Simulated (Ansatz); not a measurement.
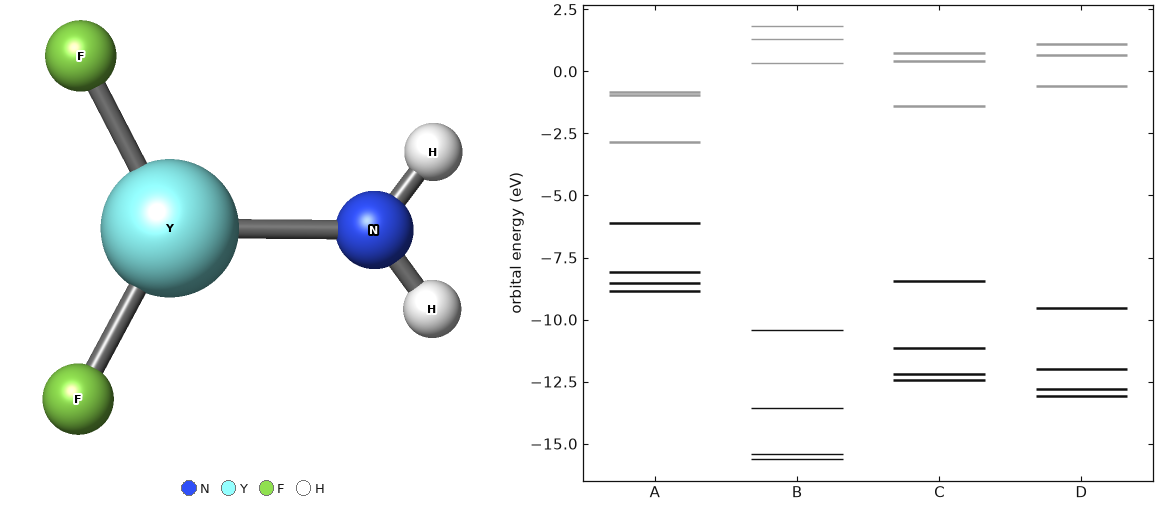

Frontier orbital energies of YNH₂F₂, SMILES [NH2][Y]([F])[F], singlet at one geometry, def2-TZVPP, the Ansatz code 0.2.0, at a PBE0-D4/def2-TZVP geometry (a minimum by its frequencies). Empty levels are grey, levels within 0.1 eV stand side by side; all columns show the same few orbitals around the gap.

Question: The columns come from BHLYP, HF, LDA (SPW92) and ωB97M-V. Which is which?

Answer: A: LDA (SPW92) (HOMO −6.09, LUMO −2.83, separation 3.26 eV)
B: HF (HOMO −10.42, LUMO 0.34, separation 10.76 eV)
C: BHLYP (HOMO −8.45, LUMO −1.39, separation 7.06 eV)
D: ωB97M-V (HOMO −9.54, LUMO −0.61, separation 8.93 eV)

Limits of at least one run: core potentials past krypton; empty levels above zero depend strongly on the basis.
